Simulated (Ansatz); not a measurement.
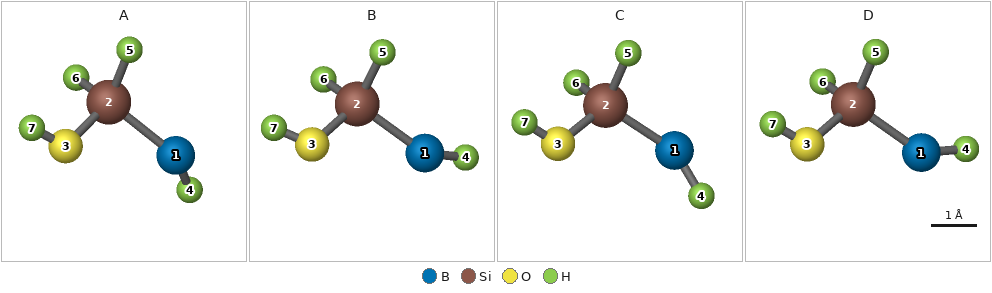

4 geometries from a converged minimum-energy path of BSiH4O (multiplicity 2), shuffled. The picture is a ball-and-stick view, seen at a tilt.

Method: Ansatz, UKS PBE0/def2-SVP. Run with 5 movable images; climbing image; force threshold 0.05 eV/Å; iteration limit 53; starting path through a guess of the saddle point.

### Which of them lies highest in energy?

A. In order along the path, whose images run from 0 to 6: D (image 0, 0.000 eV), B (image 1, +0.008 eV), A (image 4, +0.119 eV), C (image 6, −0.017 eV). The motion is a rotation about the B1–Si2 bond by about 175°. No bond forms or breaks between the ends. Among the angles between lasting bonds that change up to the highest image: B1–Si2–O3 110.5° → 102.7°, B1–Si2–H6 108.7° → 114.0°.

The run took 4.7 min on 1 thread of Arm Neoverse N1, with other jobs on the host, peak memory 0.16 GiB.
